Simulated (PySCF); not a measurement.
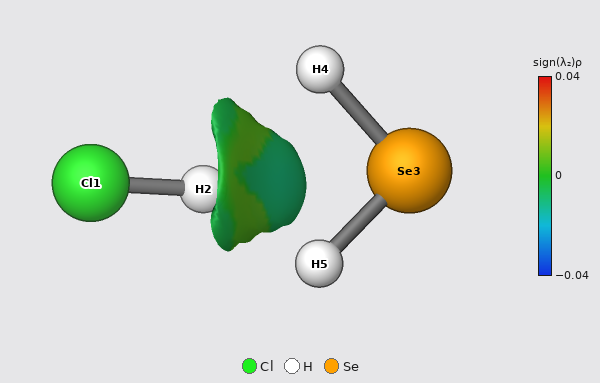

Figure 1: ClH$_{3}$Se, SMILES `Cl.[SeH2]`. Non-covalent interaction surfaces between the fragments (reduced density gradient s = 0.6, coloured by sign(λ₂)ρ in a.u.; trimmed to the region between the fragments where ρ is under 0.06 a.u.). Fragment A: HCl (atoms 1–2); fragment B: H2Se.

PySCF calculation, BP86/def2-SVP, gas phase; geometry: GFN2-xTB. GFN2-xTB bond lengths at metals and heavier atoms can be off by up to 0.1 Å and shapes distorted, which carries into these values.

Interpret the surfaces between the fragments.

Bond critical points between the fragments: H2···Se3, hydrogen bond, 2.98 Å, ρ = 0.009 a.u. It is weak and appears green, as weak hydrogen bonds do. The pose is a local one from a semi-empirical search, not shown to be the most stable.

How strongly are they bound?

The counterpoise-corrected interaction energy of the frozen fragments is +0.1 kcal/mol without dispersion correction and −1.8 kcal/mol with D3(BJ). The pair geometry is semi-empirical, not a minimum at this level.
